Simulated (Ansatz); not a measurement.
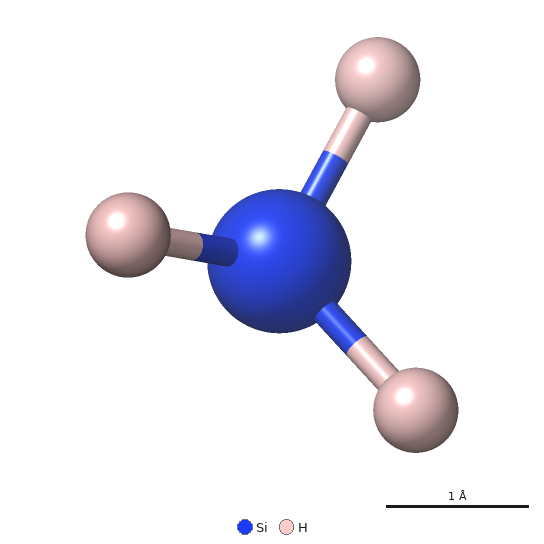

The picture shows a molecular structure as a ball-and-stick model.

State: neutral, doublet. The computed structure is the end point of a PBE0-D4/def2-TZVP optimisation.

Description:

Formula SiH₃. The point group is C3v. It is an open-shell species. Coordination: 1 Si trigonal pyramidal.

More results for the same structure follow; atom numbers are the same in all pictures, views and colours differ.

## Geometry

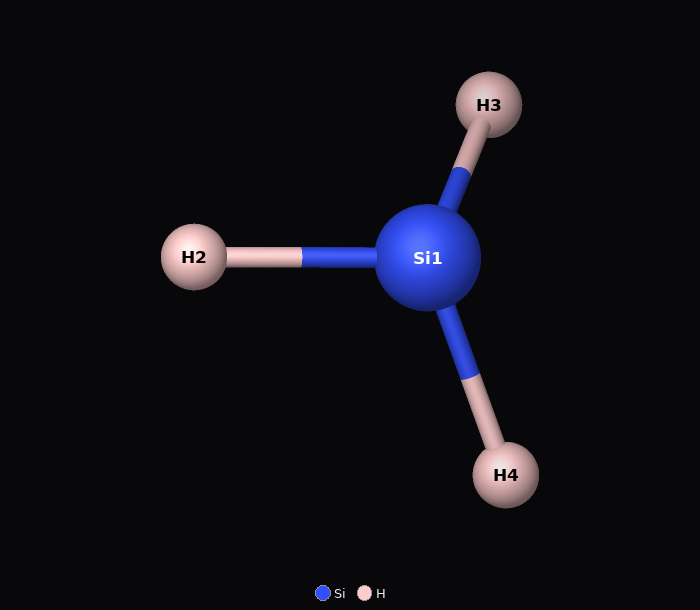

Numbered structure.

List the bonds and their lengths.

```json
{"bond": "Si1–H2", "length (Å)": "1.486"}
{"bond": "Si1–H3", "length (Å)": "1.486"}
{"bond": "Si1–H4", "length (Å)": "1.486"}
```

## Electronic properties

Properties computed with UHF-CCSD(T), frozen core/def2-TZVPP (Ansatz 0.2.0).

Give the ⟨S²⟩ of the determinant at this level.

Answer. 0.755.

What is the T1 diagnostic?

Answer. 0.015.

## Vibrations

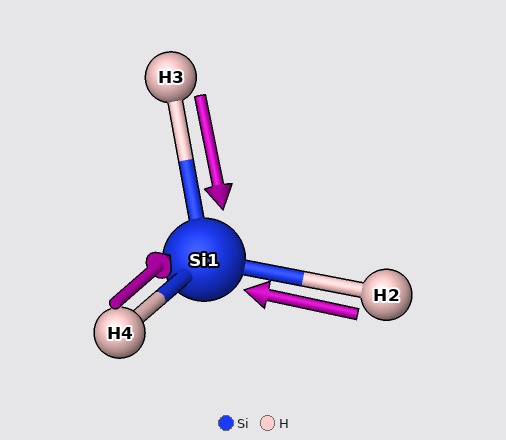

The arrows show one normal mode. Harmonic vibrations computed with UKS PBE0-D4/def2-TZVP (Ansatz 0.2.0) at a stationary point of the same level.

Describe the motion.

Answer. Mostly in-phase stretching of 3 Si–H bonds.

Estimate its harmonic wavenumber.

Answer. 2203 cm⁻¹; it is mode 4 of 6 counted from the lowest.

## Charges

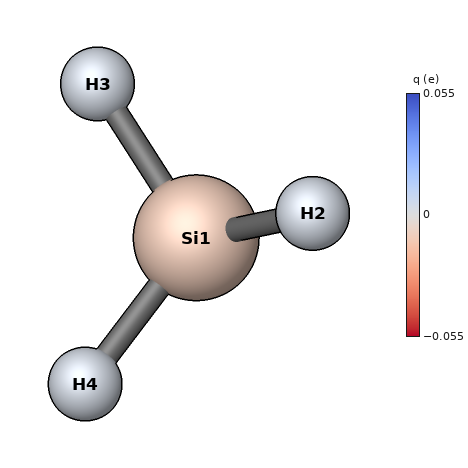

Atoms are coloured by their Mulliken charges. Level of theory: UKS PBE0-D4/def2-TZVP (Ansatz 0.2.0).

List the Mulliken charges.

```
atom  value (e)
 Si1      −0.01
  H2       0.00
  H3       0.00
  H4       0.00
```

Mulliken values depend strongly on the basis set and can even reverse the polarity of a bond.
